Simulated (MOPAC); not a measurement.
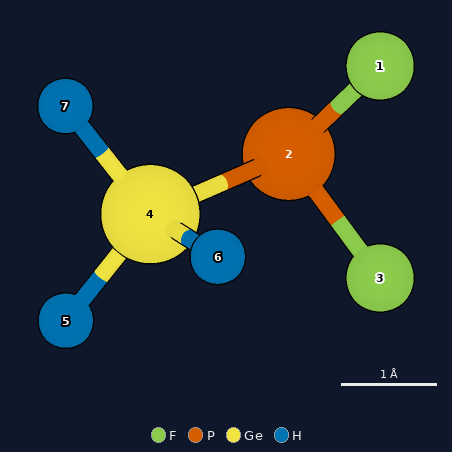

Fig. 1: The structure as given in the input (ball-and-stick view, seen at a tilt; atoms are numbered from 1 in the order of the input). Sticks mark near contacts.

## Property calculation, with input and output: GePH3F2

- system: GePH3F2, multiplicity 3, SMILES F[P](F)[GeH3]
- method: PM6-D3H4X, ROHF, dispersion D3H4X, COSMO solvent dmso (MOPAC 23.2.5)

The geometry is that of the parent species in another charge or spin state. The geometry comes from this level: GFN2-xTB.

**The program's output**
```
MOPAC v23.2.5
PM6-D3H4X CALCULATION RESULTS

 *  PM6-D3H4   - CORRECT DISPERSION AND HYDROGEN BOND TERMS USING THE D3H4 METHOD
 *  TRIPLET    - SPIN STATE DEFINED AS A TRIPLET
 *  OPEN(M,N)  - THERE ARE 2 ELECTRONS IN 2 LEVELS
 *  EPS=46.8   - USE COSMO IMPLICIT SOLVATION MODEL
 *  1SCF       - DO 1 SCF AND THEN STOP
 *  THREADS=1  - MULTI-THREADING NOT USED
 *  AUX        - OUTPUT AUXILIARY INFORMATION
 *  ENPART     - ENERGY TO BE PARTITIONED INTO COMPONENTS
 *  DISP       - PRINT DISPERSION AND HYDROGEN BOND ENERGIES
 *  PL         - MONITOR CONVERGENCE IN DENSITY MATRIX
PM6-D3H4X TRIPLET 1SCF DISP EPS=46.8 DISP OPEN(2,2) PL ENPART AUX(PRECISION=9) THREADS=1

   ATOM   CHEMICAL          X               Y               Z
  NUMBER   SYMBOL      (ANGSTROMS)     (ANGSTROMS)     (ANGSTROMS)

     1       F          1.44910000  *  -0.86530000  *   1.43950000  *
     2       P          0.85060000  *  -1.31600000  *  -0.00360000  *
     3       F         -0.43140000  *  -2.07810000  *   0.64420000  *
     4      Ge         -0.27580000  *   0.70940000  *  -0.42950000  *
     5       H         -1.20810000  *   0.56030000  *  -1.59080000  *
     6       H         -1.08110000  *   1.20220000  *   0.73280000  *
     7       H          0.69680000  *   1.78760000  *  -0.79240000  *

          CARTESIAN COORDINATES

    NO.       ATOM           X           Y           Z

     1         F          1.4491     -0.8653      1.4395
     2         P          0.8506     -1.3160     -0.0036
     3         F         -0.4314     -2.0781      0.6442
     4        Ge         -0.2758      0.7094     -0.4295
     5         H         -1.2081      0.5603     -1.5908
     6         H         -1.0811      1.2022      0.7328
     7         H          0.6968      1.7876     -0.7924

           Empirical Formula: H3 F2 P Ge  =     7 atoms

      MOLECULAR POINT GROUP   :   Cs

 TRIPLET STATE CALCULATION

      THERE ARE   12 DOUBLY FILLED LEVELS

      RHF CALCULATION, NO. OF DOUBLY OCCUPIED LEVELS = 12

                       NO. OF SINGLY OCCUPIED LEVELS =    2
 ITERATION   1 PLS= 0.100E+01 0.000E+00 ENERGY     2213.705197 DELTAE 2113.7051970
 ITERATION   2 PLS= 0.113E+01 0.000E+00 ENERGY       76.028771 DELTAE-2137.6764259
 ITERATION   3 PLS= 0.883E-01 0.000E+00 ENERGY       34.982190 DELTAE  -41.0465811
 ITERATION   4 PLS= 0.681E-01 0.000E+00 ENERGY      -55.351662 DELTAE  -90.3338523
 ITERATION   5 PLS= 0.171E-01 0.000E+00 ENERGY        7.328649 DELTAE   62.6803110
 ITERATION   6 PLS= 0.546E-02 0.000E+00 ENERGY        6.668690 DELTAE   -0.6599585
 ITERATION   7 PLS= 0.480E-02 0.000E+00 ENERGY        5.495644 DELTAE   -1.1730458
 ITERATION   8 PLS= 0.401E-02 0.000E+00 ENERGY        6.079008 DELTAE    0.5833634
 ITERATION   9 PLS= 0.278E-02 0.000E+00 ENERGY        6.040598 DELTAE   -0.0384100
 ITERATION  10 PLS= 0.221E-02 0.000E+00 ENERGY        5.705736 DELTAE   -0.3348614
 ITERATION  11 PLS= 0.334E-03 0.000E+00 ENERGY        5.958840 DELTAE    0.2531032
 ITERATION  12 PLS= 0.288E-03 0.000E+00 ENERGY        5.957566 DELTAE   -0.0012740
 ITERATION  13 PLS= 0.254E-03 0.000E+00 ENERGY        5.943564 DELTAE   -0.0140016
 ITERATION  14 PLS= 0.143E-03 0.000E+00 ENERGY        5.954600 DELTAE    0.0110361
 ITERATION  15 PLS= 0.885E-04 0.000E+00 ENERGY        5.954550 DELTAE   -0.0000499
 ITERATION  16 PLS= 0.644E-04 0.000E+00 ENERGY        5.954359 DELTAE   -0.0001910
 ITERATION  17 PLS= 0.266E-04 0.000E+00 ENERGY        5.954478 DELTAE    0.0001185
 ITERATION  18 PLS= 0.268E-04 0.000E+00 ENERGY        5.954473 DELTAE   -0.0000049
 ITERATION  19 PLS= 0.260E-04 0.000E+00 ENERGY        5.954469 DELTAE   -0.0000035
 ITERATION  20 PLS= 0.250E-04 0.000E+00 ENERGY        5.954467 DELTAE   -0.0000026
 ITERATION  21 PLS= 0.241E-04 0.000E+00 ENERGY        5.954465 DELTAE   -0.0000021
 ITERATION  22 PLS= 0.233E-04 0.000E+00 ENERGY        5.954463 DELTAE   -0.0000017
 ITERATION  23 PLS= 0.226E-04 0.000E+00 ENERGY        5.954461 DELTAE   -0.0000014
 ITERATION  24 PLS= 0.221E-04 0.000E+00 ENERGY        5.954460 DELTAE   -0.0000012
 ITERATION  25 PLS= 0.218E-04 0.000E+00 ENERGY        5.954459 DELTAE   -0.0000011
 ITERATION  26 PLS= 0.215E-04 0.000E+00 ENERGY        5.954458 DELTAE   -0.0000010
                           AFTER MECI, ENERGY     -77.4598791
 ITERATION   1 PLS= 0.215E-04 0.000E+00 ENERGY        0.124279 DELTAE  -99.8757206
 ITERATION   2 PLS= 0.117E-01 0.000E+00 ENERGY       -0.449560 DELTAE   -0.5738390
 ITERATION   3 PLS= 0.809E-02 0.000E+00 ENERGY       -0.718881 DELTAE   -0.2693215
 ITERATION   4 PLS= 0.581E-02 0.000E+00 ENERGY       -1.609513 DELTAE   -0.8906317
 ITERATION   5 PLS= 0.938E-03 0.000E+00 ENERGY       -1.014016 DELTAE    0.5954968
 ITERATION   6 PLS= 0.648E-03 0.000E+00 ENERGY       -1.019821 DELTAE   -0.0058050
 ITERATION   7 PLS= 0.550E-03 0.000E+00 ENERGY       -1.060530 DELTAE   -0.0407086
 ITERATION   8 PLS= 0.231E-03 0.000E+00 ENERGY       -1.029809 DELTAE    0.0307207
 ITERATION   9 PLS= 0.145E-03 0.000E+00 ENERGY       -1.029989 DELTAE   -0.0001804
 ITERATION  10 PLS= 0.916E-04 0.000E+00 ENERGY       -1.030578 DELTAE   -0.0005891
 ITERATION  11 PLS= 0.466E-04 0.000E+00 ENERGY       -1.030223 DELTAE    0.0003551
 ITERATION  12 PLS= 0.347E-04 0.000E+00 ENERGY       -1.030236 DELTAE   -0.0000128
 ITERATION  13 PLS= 0.296E-04 0.000E+00 ENERGY       -1.030378 DELTAE   -0.0001420
 ITERATION  14 PLS= 0.176E-04 0.000E+00 ENERGY       -1.030267 DELTAE    0.0001114
 ITERATION  15 PLS= 0.152E-04 0.000E+00 ENERGY       -1.030268 DELTAE   -0.0000011
                           AFTER MECI, ENERGY     -86.1282447

 -------------------------------------------------------------------------------
 PM6-D3H4X TRIPLET 1SCF DISP EPS=46.8 DISP OPEN(2,2) PL ENPART AUX(PRECISION=9) THREADS=1

     1SCF WAS SPECIFIED, SO BFGS WAS NOT USED
     SCF FIELD WAS ACHIEVED

                              PM6-D3H4X CALCULATION

          FINAL HEAT OF FORMATION =        -86.12824 KCAL/MOL =    -360.36058 KJ/MOL

          TOTAL ENERGY            =     -27804.31574 KCAL/MOL = ELECTRONIC ENERGY + CORE-CORE REPULSION + SOLVATION ENERGY
          ENERGY OF ATOMS         =      27718.11094 KCAL/MOL
                              SUM =        -86.20480 KCAL/MOL
          DISPERSION ENERGY       =         -0.23319 KCAL/MOL
          H - H CORRECTION ENERGY =          0.30974 KCAL/MOL
                              SUM =        -86.12824 KCAL/MOL = FINAL HEAT OF FORMATION

          VAN DER WAALS AREA      =        119.43 SQUARE ANGSTROMS

          TOTAL ENERGY            =      -1205.70925 EV
          ELECTRONIC ENERGY       =       -951.48695 EV
          CORE-CORE REPULSION     =       -254.22229 EV

          DIELECTRIC ENERGY       =         -0.36235 EV
          COSMO AREA              =        119.43 SQUARE ANGSTROMS
          COSMO VOLUME            =        109.85 CUBIC ANGSTROMS

          NO. OF FILLED LEVELS    =         12
          AND NO. OF OPEN LEVELS  =          2
          MOLECULAR WEIGHT        =        144.5843         POINT GROUP:  Cs

          MOLECULAR DIMENSIONS (Angstroms)

            Atom       Atom       Distance
            H     7    F     3     4.27555
            H     5    F     1     3.96189
            P     2    H     6     2.69450

          SCF CALCULATIONS        =          2

          WALL-CLOCK TIME         =      0.027 SECONDS
          COMPUTATION TIME        =      0.024 SECONDS

   ATOM   CHEMICAL          X               Y               Z
  NUMBER   SYMBOL      (ANGSTROMS)     (ANGSTROMS)     (ANGSTROMS)

     1       F          1.44910000  *  -0.86530000  *   1.43950000  *
     2       P          0.85060000  *  -1.31600000  *  -0.00360000  *
     3       F         -0.43140000  *  -2.07810000  *   0.64420000  *
     4      Ge         -0.27580000  *   0.70940000  *  -0.42950000  *
     5       H         -1.20810000  *   0.56030000  *  -1.59080000  *
     6       H         -1.08110000  *   1.20220000  *   0.73280000  *
     7       H          0.69680000  *   1.78760000  *  -0.79240000  *

                             CARTESIAN COORDINATES

   1    F        1.449100000    -0.865300000     1.439500000
   2    P        0.850600000    -1.316000000    -0.003600000
   3    F       -0.431400000    -2.078100000     0.644200000
   4   Ge       -0.275800000     0.709400000    -0.429500000
   5    H       -1.208100000     0.560300000    -1.590800000
   6    H       -1.081100000     1.202200000     0.732800000
   7    H        0.696800000     1.787600000    -0.792400000

           Empirical Formula: H3 F2 P Ge  =     7 atoms

      MOLECULAR POINT GROUP   :   Cs

                  EIGENVALUES
 -40.02214 -39.84920 -20.98069 -19.16751 -16.70133 -16.23183 -16.02296 -15.24048
 -14.60464 -13.35275 -12.26941 -12.10244  -7.17915  -2.34653   0.51704   1.32584
   2.32499   2.43496   3.36965 125.36437 125.52893 125.72213 126.37742 126.68865

              NET ATOMIC CHARGES AND DIPOLE CONTRIBUTIONS

  ATOM NO.   TYPE          CHARGE      No. of ELECS.   s-Pop       p-Pop       d-Pop
    1          F          -0.431962        7.4320     1.97480     5.45716
    2          P           0.700562        4.2994     1.59985     2.66811     0.03148
    3          F          -0.433189        7.4332     1.97484     5.45835
    4         Ge          -0.242180        4.2422     1.23200     3.01018
    5          H           0.123886        0.8761     0.87611
    6          H           0.159241        0.8408     0.84076
    7          H           0.123644        0.8764     0.87636
 DIPOLE           X         Y         Z       TOTAL
 POINT-CHG.    -0.058     3.180    -4.696     5.672
 HYBRID        -0.156    -0.442     1.046     1.146
 SUM           -0.214     2.738    -3.651     4.569

          ATOMIC ORBITAL ELECTRON POPULATIONS

     Atom    s        px        py        pz      x^2-y^2     xz        z^2       yz        xy
    1  F   1.97480   1.89510   1.89075   1.67131
    2  P   1.59985   1.03922   0.82861   0.80028   0.00527   0.00698   0.00672   0.00561   0.00690
    3  F   1.97484   1.65574   1.87123   1.93138
    4 Ge   1.23200   1.02673   0.88709   1.09636
    5  H   0.87611
    6  H   0.84076
    7  H   0.87636

            For more detail of energy partitioning, add keyword 'LARGE'

                    Total contribution from hydrogen bonds:         0.000 disp.:   -0.233 Tot:    -0.233 kcal/mol

***  SUMMARY OF ENERGY PARTITION  ***
 ---------------------------------------
     ONE-CENTER TERMS

 ELECTRON-NUCLEAR  (ONE-ELECTRON)        -1961.8056 EV
 ELECTRON-ELECTRON (TWO-ELECTRON)          817.2323 EV

 TOTAL OF ONE-CENTER TERMS               -1144.5733 EV
 ---------------------------------------
     TWO-CENTER TERMS

 RESONANCE ENERGY                          -59.5856 EV
 EXCHANGE ENERGY                           -19.5215 EV

 EXCHANGE + RESONANCE ENERGY:              -79.1071 EV

 ELECTRON-ELECTRON REPULSION              1348.6840 EV
 ELECTRON-NUCLEAR ATTRACTION             -2745.4454 EV
 NUCLEAR-NUCLEAR REPULSION                1418.7851 EV

 TOTAL ELECTROSTATIC INTERACTION            22.0237 EV

 GRAND TOTAL OF TWO-CENTER TERMS           -57.0834 EV
 ---------------------------------------
 ETOT (EONE + ETWO)                      -1201.6567 EV

 *                    *
 * JOB ENDED NORMALLY *
 *                    *

 TOTAL JOB TIME:             0.04 SECONDS

 == MOPAC DONE ==
```

This output came from the following input.

**Input file (input.mop)**
```
PM6-D3H4X TRIPLET 1SCF DISP EPS=46.8 DISP OPEN(2,2) PL ENPART AUX(PRECISION=9) THREADS=1


F   1.44910 1 -0.86530 1  1.43950 1
P   0.85060 1 -1.31600 1 -0.00360 1
F  -0.43140 1 -2.07810 1  0.64420 1
Ge -0.27580 1  0.70940 1 -0.42950 1
H  -1.20810 1  0.56030 1 -1.59080 1
H  -1.08110 1  1.20220 1  0.73280 1
H   0.69680 1  1.78760 1 -0.79240 1
```

**File mol.sdf**
```

     RDKit          3D

  7  6  0  0  0  0  0  0  0  0999 V2000
    1.4491   -0.8653    1.4395 F   0  0  0  0  0  0  0  0  0  0  0  0
    0.8506   -1.3160   -0.0036 P   0  0  0  0  0  0  0  0  0  0  0  0
   -0.4314   -2.0781    0.6442 F   0  0  0  0  0  0  0  0  0  0  0  0
   -0.2758    0.7094   -0.4295 Ge  0  0  0  0  0  4  0  0  0  0  0  0
   -1.2081    0.5603   -1.5908 H   0  0  0  0  0  0  0  0  0  0  0  0
   -1.0811    1.2022    0.7328 H   0  0  0  0  0  0  0  0  0  0  0  0
    0.6968    1.7876   -0.7924 H   0  0  0  0  0  0  0  0  0  0  0  0
  2  1  1  0
  3  2  1  0
  4  2  1  0
  5  4  1  0
  6  4  1  0
  7  4  1  0
M  END
$$$$
```

Command:
```bash
obabel mol.sdf -omop -xk "PM6-D3H4X TRIPLET 1SCF DISP EPS=46.8 DISP OPEN(2,2) PL ENPART AUX(PRECISION=9) THREADS=1" -O input.mop
mopac input.mop
```

**Key numbers**

```json
{"quantity": "outcome", "value": "converged"}
{"quantity": "total energy", "value": "−44.308998 hartree"}
{"quantity": "dispersion energy", "value": "−0.000372 hartree"}
{"quantity": "heat of formation", "value": "−86.13 kcal/mol"}
{"quantity": "basis functions", "value": "24"}
{"quantity": "dipole moment", "value": "4.57 D"}
{"quantity": "hardware", "value": "1 thread of Arm Neoverse N1, 98 GiB of memory available, shared host"}
{"quantity": "peak memory", "value": "0.11 GiB"}
```

**Remarks**

MOPAC's energies along a path are heats of formation.
